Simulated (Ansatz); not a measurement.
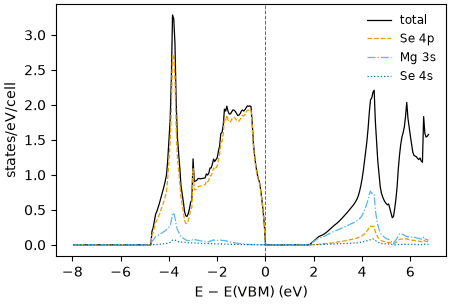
Fig. 1. Total and projected density of states of MgSe (rock salt, space group No. 225), PBE in the plane-wave PAW code Ansatz

Which orbitals carry the states next to the gap?

Top 1 eV of the valence band: Se 4p 97 %. Bottom 1 eV of the conduction band: Mg 3s 78 %, Se 4p 8 %, outside the projected shells 9 %. Projections are on Löwdin-orthogonalised atomic valence shells; empty p or d shells of many metals are not among them.

Where is the tallest occupied peak in this window, and what makes it?

Near -3.8 eV, about 3.3 states/eV per cell; the largest projected share is Se 4p.

Space group Fm-3m (rock salt). Symmetry was held in the PBE relaxation. Scalar-relativistic: spin–orbit coupling is off unless named, which matters more the heavier the elements.

Potentials: the later of the program's two PAW sets.
